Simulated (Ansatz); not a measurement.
CH10Si2: several calculations on one system

## 1. Relaxation

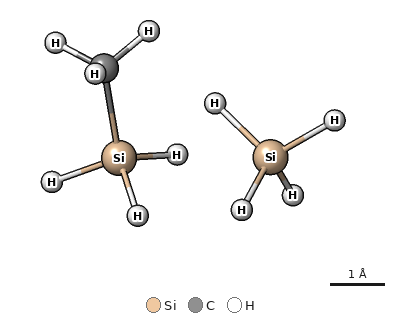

CH$_{10}$Si$_{2}$, before the relaxation. A ball-and-stick model, seen at a tilt.

The run prepares an end point of a later path (reaction) calculation, from a guessed geometry.

Computed with Ansatz, RKS BLYP-D4/6-31G*.

The input:
```yaml
crystal:
  periodic: [false, false, false]
  atoms:
    - { symbol: Si, position_ang: [0.22633, -0.120377, 0.195115] }
    - { symbol: C, position_ang: [0.511206, -0.089378, 2.056304] }
    - { symbol: H, position_ang: [-0.137384, -0.796494, 2.592554] }
    - { symbol: H, position_ang: [1.555795, -0.368784, 2.280697] }
    - { symbol: H, position_ang: [0.344413, 0.914365, 2.478099] }
    - { symbol: H, position_ang: [1.543163, -0.107141, -0.524366] }
    - { symbol: H, position_ang: [-0.536365, 1.06847, -0.297052] }
    - { symbol: H, position_ang: [-0.504576, -1.35384, -0.23196] }
    - { symbol: Si, position_ang: [-2.995522, 0.612364, 1.11949] }
    - { symbol: H, position_ang: [-3.147856, -0.245901, -0.091469] }
    - { symbol: H, position_ang: [-4.192601, 0.424116, 1.999878] }
    - { symbol: H, position_ang: [-2.909036, 2.047617, 0.715308] }
    - { symbol: H, position_ang: [-1.782569, 0.235883, 1.862404] }
basis:
  gaussian: { orbitals: "6-31G*" }
hamiltonian:
  xc: blyp
  dispersion: d4
relax:
  f_tol: 0.03
  max_steps: 50
```

Command:
```bash
ansatz run input.yaml --threads 1 --pin off --max-ram 2048MiB --backend cpu --events-out ev --progress --plain --runs-dir out
```

**Predict the outcome.**

Over 8 accepted moves (9 points after the start) the energy falls by 5.77 kcal/mol. Largest force component: 0.59 eV/Å at the start, 0.028 eV/Å at the end. The line search rejected the trial step at point 4 of the run. The largest move after the best rigid fit is that of H5, 0.85 Å. By element the largest moves are H 0.85 Å, Si 0.49 Å, C 0.33 Å. Some distances before and after: Si1–Si9 3.431 → 4.223 Å, Si9–H13 1.471 → 1.493 Å, Si1–C2 1.883 → 1.897 Å. Bond angles that change, for instance: C2–Si1–H7 112.9° → 110.6°. Groups turn about Si1–C2 by about 40°. The run took 31 s on 1 thread of Arm Neoverse V1 (shared host), peak memory 0.12 GiB.

History of the run:

```
step  E − E(0), kcal/mol  largest force component, eV/Å      note
   0                0.00                         0.5921          
   1               -3.22                         0.2012          
   2               -4.50                         0.1977          
   3               -5.11                         0.1142          
   4               -4.27                         0.5881  rejected
   5               -5.39                         0.0729          
   6               -5.56                         0.1452          
   7               -5.66                         0.2455          
   8               -5.68                         0.1222          
   9               -5.77                         0.0284
```

The structure at the end:

```xyz
13

Si    0.5313   -0.1560    0.1434
C     0.8344   -0.1123    2.0160
H    -0.0925   -0.3445    2.5645
H     1.5982   -0.8508    2.3094
H     1.1804    0.8836    2.3382
H     1.7909    0.1298   -0.6168
H    -0.4851    0.8721   -0.2489
H     0.0196   -1.4969   -0.2872
Si   -3.4798    0.6601    1.1842
H    -3.4370   -0.2132   -0.0268
H    -4.8414    0.5950    1.7994
H    -3.1719    2.0709    0.8017
H    -2.4722    0.1832    2.1779
```

The end point in the same view:

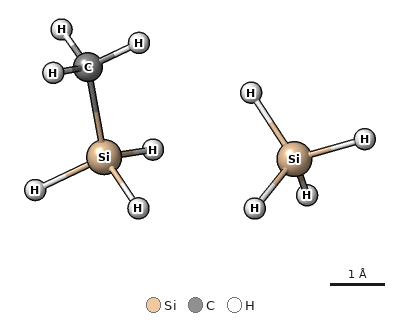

## 2. Relaxation

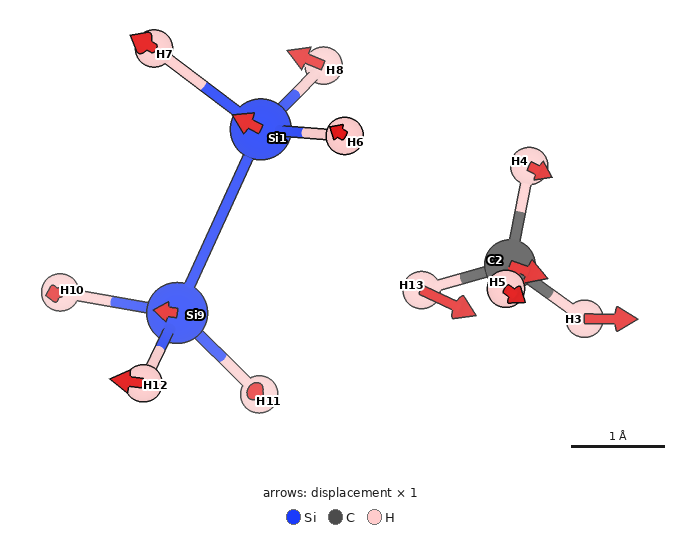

This is a relaxation of CH10Si2. The starting structure is drawn; red arrows show the displacements, at their true length. The two geometries are superimposed by the best rigid fit.

The picture is a ball-and-stick view, seen at a tilt.

The run prepares an end point of a later path (reaction) calculation, from a guessed geometry.

Level of theory: RKS BLYP-D4/6-31G* in Ansatz 0.2.0. (no spin polarisation; force threshold 0.03 eV/Å; at most 50 steps)

### Which element moves most?

Hydrogen: up to 0.71 Å, against 0.45 Å for carbon.

### What did the optimiser do to the structure, and how much energy did it gain?

The atom that moves furthest after the best rigid fit is H13 (0.71 Å). By element the largest moves are H 0.71 Å, C 0.45 Å, Si 0.37 Å. Among the contacts that change: Si1–Si9 2.259 → 2.359 Å, Si1–H7 1.504 → 1.499 Å, Si1–H6 1.491 → 1.496 Å. Bond angles that change, for instance: H7–Si1–Si9 105.9° → 110.0°, Si1–Si9–H11 115.0° → 111.2°, H6–Si1–Si9 114.1° → 111.0°. After 10 accepted moves (11 points after the start) the energy has fallen by 0.283 eV. The largest force component goes from 1.2 to 0.005 eV/Å. The line search rejected the trial step at point 3 of the run. The forces were under the threshold at step 4, but the run went on from there.

## 3. Path

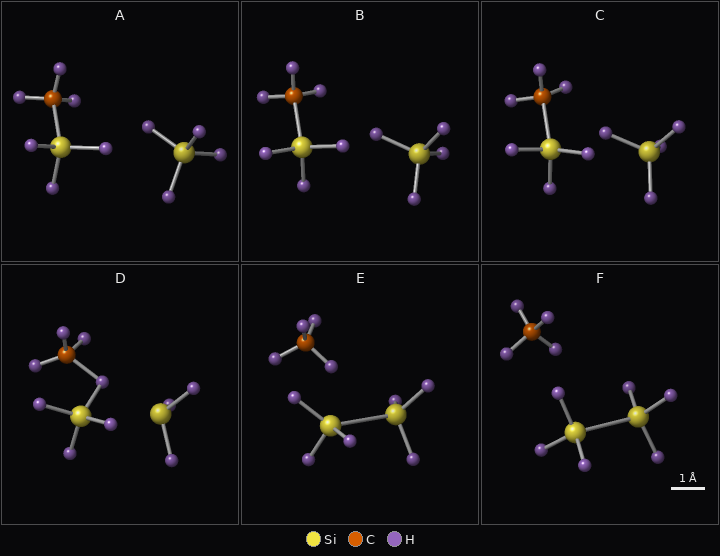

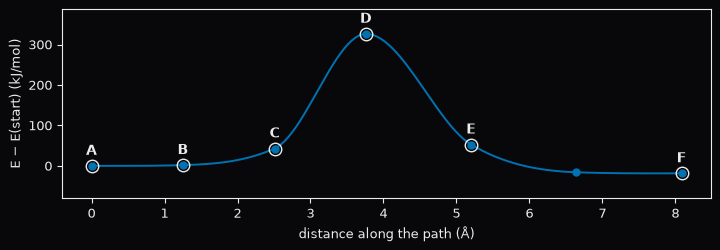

A nudged-elastic-band calculation for CH10Si2, made up at the start of CH6Si and SiH₄. Images are numbered from 0 (start) to 6 (end). Frames A to F are images 0, 1, 2, 3, 4, 6. A ball-and-stick model, seen from a free direction.

Computed with RKS BLYP-D4/6-31G* in Ansatz. Set-up: 5 movable images; climbing image; force threshold 0.05 eV/Å; iteration limit 60; starting path through a guess of the saddle point.

> What happens along the path, and what is the barrier?

Breaking: C–Si (1.90 → 3.90 Å), H–Si (1.49 → 3.56 Å). Forming: C–H (3.32 → 1.10 Å), Si–Si (4.22 → 2.36 Å). The energy climbs by 326.4 kJ/mol to image 3 and then falls by 344.8 kJ/mol, so the end point sits at −18.4 kJ/mol. The band converged in 33 iterations, with a climbing image at the top.

Limits of the set-up: the start holds two separate molecules, 2.5 Å apart at their closest, whose relative position is a soft coordinate.
